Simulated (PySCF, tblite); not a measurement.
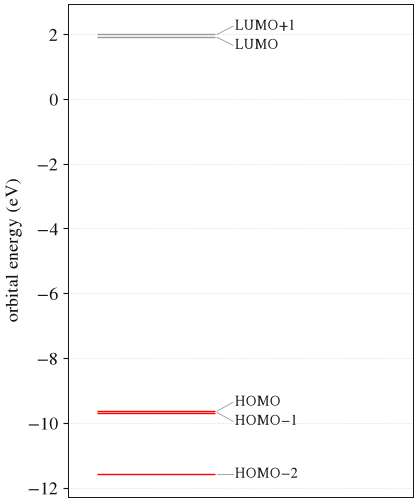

Kohn-Sham orbital energies near the frontier, ωB97X-D/def2-SVPD in PySCF 2.14.0, at a GFN2-xTB geometry (a minimum by its frequencies), isolated molecule; empty levels in grey, levels within 0.03 eV side by side.

### Which molecule has this level scheme?
A. C₄H₄SSe, SMILES Sc1cc[se]c1
B. C₄H₈O₃Si, SMILES C=C(OC)C(=O)O[SiH3]
C. C₅H₉FSi, SMILES FCCCC#C[SiH3]
D. C₆H₆N₂, SMILES CCC=C(C#N)C#N

C. HOMO −9.64 eV, LUMO 1.90 eV, separation 11.54 eV.

Caveats: the tight-binding geometry is rougher than a DFT one and adds to the error; one conformer of a flexible molecule; empty levels above zero depend strongly on the basis.
